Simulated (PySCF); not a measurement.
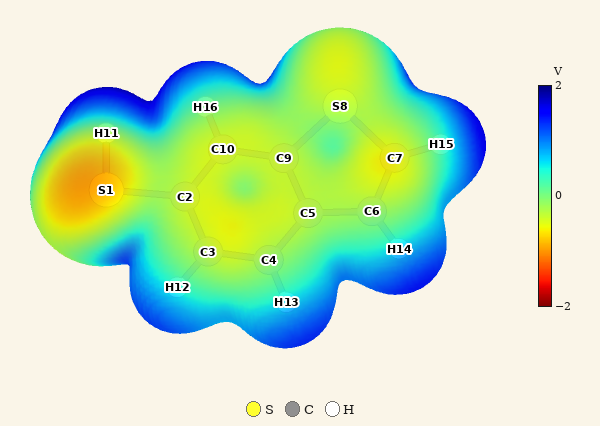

C$_{8}$H$_{6}$S$_{2}$ (SMILES Sc1ccc2ccsc2c1). The molecular electrostatic potential painted on the density surface at 0.004 e/bohr³, seen at a tilt; red is negative and blue positive.

Geometry: GFN2-xTB.

Level of theory: WP04/6-31G*, SCF density, gas phase, non-relativistic in PySCF.

The calculation's input:

```
{"job": {"xc": "WP04", "basis": "6-31G*", "kind": "nmr", "pop": true}, "charge": 0, "multiplicity": 1}
S      3.588338     0.084196     0.577930
C      1.850542     0.139527     0.262892
C      1.324445     1.324987    -0.265093
C     -0.017761     1.437571    -0.533833
C     -0.867497     0.358468    -0.279451
C     -2.275183     0.242829    -0.477217
C     -2.755245    -0.964068    -0.115020
S     -1.537896    -2.040199     0.489797
C     -0.316734    -0.824335     0.250943
C      1.035512    -0.946291     0.526539
H      3.609657    -1.161427     1.048629
H      1.994200     2.149035    -0.457643
H     -0.420701     2.352615    -0.940365
H     -2.882890     1.036502    -0.873439
H     -3.767509    -1.315854    -0.159712
H      1.431124    -1.864611     0.933634
```

Command:

```sh
OMP_NUM_THREADS=1 python ens_run.py task.json out
```

Which sites attract a positive test charge, and which a negative one?

Answer. A positive charge is drawn to the negative regions and a negative charge to the positive ones. The most negative region (about −1.0 V) lies over S1, the most positive (about +1.8 V) over H11.
